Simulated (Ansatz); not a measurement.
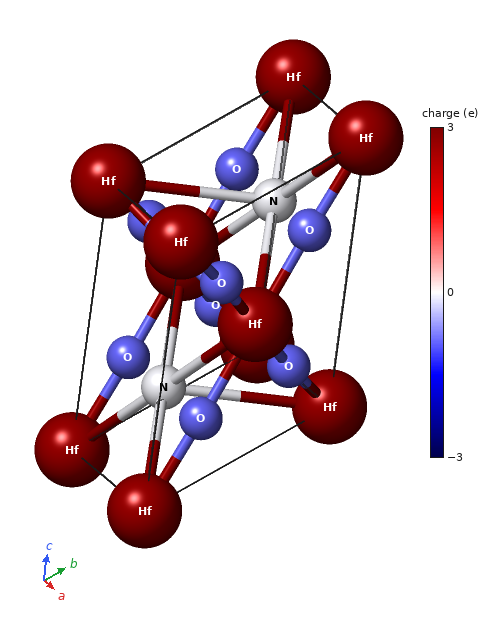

A ball-and-stick rendering, viewed slightly off an axis. The lines enclose the simulation cell; boundary atoms appear with their images. The atoms of this HfNO3 cell are coloured by their Bader charge.

Calculation details: Ansatz, DFT, PAW plane waves, PBE; 420 eV cutoff, a 7×7×7 grid in reciprocal space, Gaussian smearing of 0.017 eV, no spin polarisation. The pressure of the cell is 34 GPa.

What do the colours say about charge transfer?

Most positive: Hf; most negative: O. Charges: about Hf +2.7 e; N 0.0 e; O -0.9 e.

Note that this is a generated cell, made by putting these elements into a known structure type (the compound may or may not exist in this form), and that it hasn't been relaxed. It went into a calculation with Ansatz.

At this level of theory the cell isn't at rest (compressed, at 34 GPa and forces up to 0.9 eV/Å), so its distances can differ from those at equilibrium, the more so the softer the solid.
